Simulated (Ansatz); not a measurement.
```
atom    x (Å)    y (Å)    z (Å)
   B  -0.0856  -0.1653   0.0819
   O  -0.0921  -0.4236   1.4534
   H  -1.0100  -0.5468   1.7744
   H   1.0267  -0.0153  -0.3635
   C  -1.4074  -0.1270  -0.7732
   H  -2.0636  -0.9937  -0.5648
   H  -1.9927   0.7785  -0.5228
   H  -1.2136  -0.0988  -1.8570
  Cl   0.1768   2.7714   0.9329
   H   0.4271   1.7052   1.7025
```

Not at a stationary point (largest force 0.9 eV/Å).

These are results of RKS PBE-D4/6-31G* (Ansatz 0.2.0), not measurements.

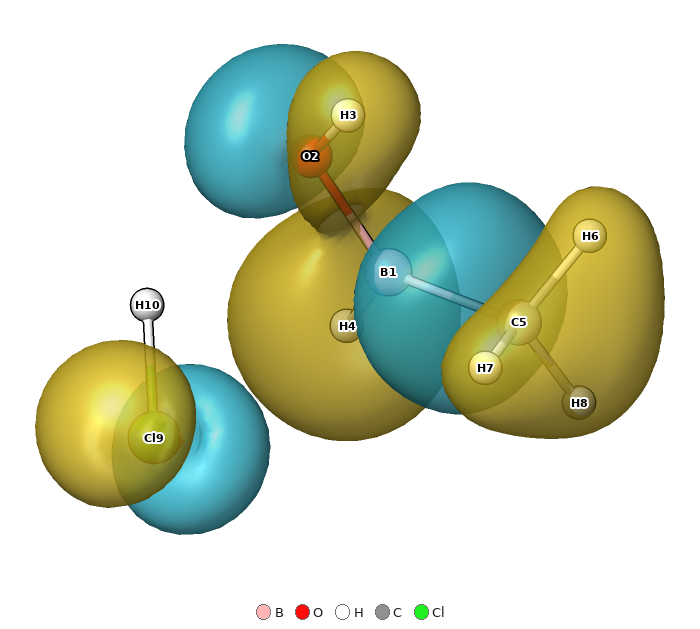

CH₅BO···HCl. One frontier orbital at ±0.08 Å⁻³ᐟ² (yellow and cyan are the two phases), seen across its widest extent.

**Which orbital is it: HOMO or LUMO?**

The HOMO, at −7.16 eV. Its weight (Hirshfeld) is mainly on B1 (about 25 %), C5 (about 25 %), H4 (about 20 %), O2 (about 15 %) and Cl9 (about 10 %).
